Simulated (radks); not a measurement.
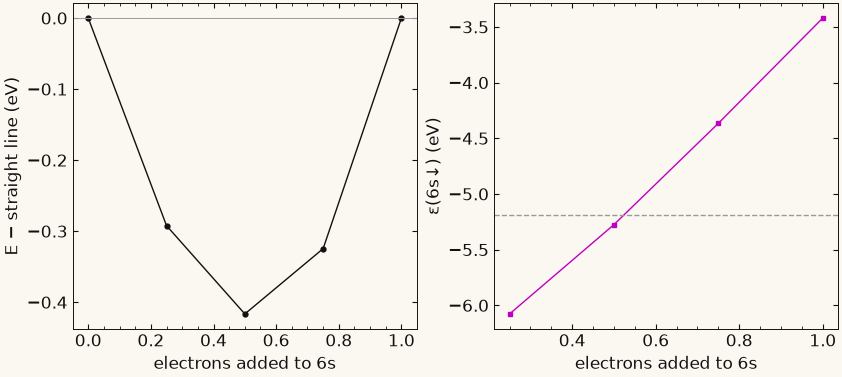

Level of theory: scalar-relativistic Kohn-Sham, r2SCAN, spin-polarised, spherical densities, finite nucleus. Computed with the in-house radial solver radks. The occupation of the 6s shell is varied from Pm⁺ ([Xe] 4f5 6s1 (high spin)) to Pm ([Xe] 4f5 6s2 (high spin)), with spherical fractional occupations. The plot shows the total energy less the straight line between the end points, and the eigenvalue of 6s↓ (the dashed line is minus the energy to take the whole electron out).

Q: Is the energy convex or concave in the occupation, and by how much?

A: The curve is convex (below the straight line), with the largest deviation among the points computed, −0.42 eV, at 0.5. The end points differ by 5.19 eV, the energy to take the electron out. The eigenvalue, which is the slope of the energy (Janak's theorem), moves from −6.08 eV at 0.25 to −3.42 eV at 1; for a straight line it would stay constant, and a parabola would sag by an eighth of this change, scaled to a whole electron, 0.44 eV. Convexity is the delocalisation error: fractional charges are too low in energy.
